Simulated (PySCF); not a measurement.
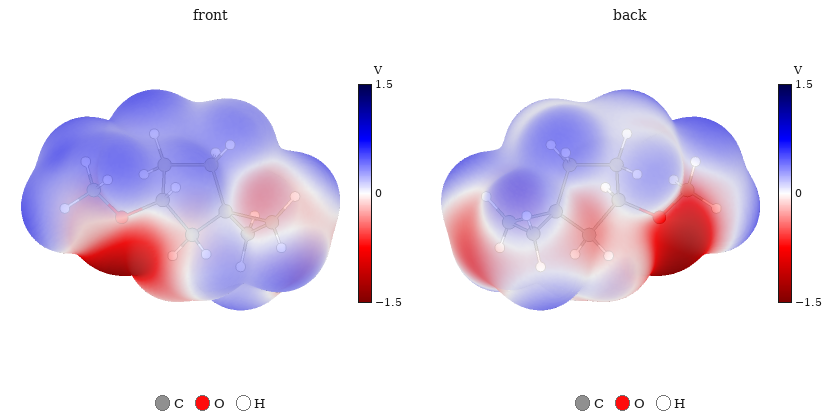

Figure 1: C8H14O. The electrostatic potential painted on the density surface at 0.001 e/bohr³, seen from the front and from behind; the colour scale runs from red (negative) to blue (positive).

Geometry: GFN2-xTB.

These are results of PySCF, PBE0/pcSseg-1, SCF density, gas phase, non-relativistic, not measurements.

The calculation's input:

```
{"job": {"xc": "PBE0", "basis": "pcSseg-1", "kind": "nmr", "pop": true}, "charge": 0, "multiplicity": 1}
C     -3.395794     0.074109     0.294122
O     -2.272411    -0.536375    -0.284913
C     -1.045535    -0.173943     0.307132
C     -0.567171     1.249863    -0.020090
C      0.937176     1.188287     0.233045
C      1.337802    -0.231203    -0.149675
C      2.488401    -0.487538    -1.074993
C      2.606146    -0.826876     0.381818
C      0.068319    -1.061095    -0.258410
H     -3.401038     1.157944     0.131918
H     -4.267243    -0.364456    -0.188616
H     -3.441054    -0.121250     1.373362
H     -1.114600    -0.293449     1.401550
H     -0.770842     1.446026    -1.073952
H     -1.059102     2.012150     0.582959
H      1.143505     1.361015     1.292516
H      1.480145     1.937965    -0.342248
H      3.048854     0.356329    -1.449113
H      2.404556    -1.300646    -1.780413
H      3.241974    -0.208712     0.998387
H      2.607929    -1.868977     0.664302
H     -0.174873    -1.273056    -1.301191
H      0.140104    -2.009127     0.272581
```

Run with:

```sh
OMP_NUM_THREADS=1 python ens_run.py task.json out
```

**Describe the electrostatic potential map.**

The most negative region (about −1.4 V, or −32 kcal/mol for a unit charge) lies over O2, the most positive (about +0.5 V, or +12 kcal/mol for a unit charge) over the C and H atoms. O2 is the likeliest acceptor of a hydrogen bond.

**What dipole moment does the calculation give?**

Its dipole moment is 1.29 D.
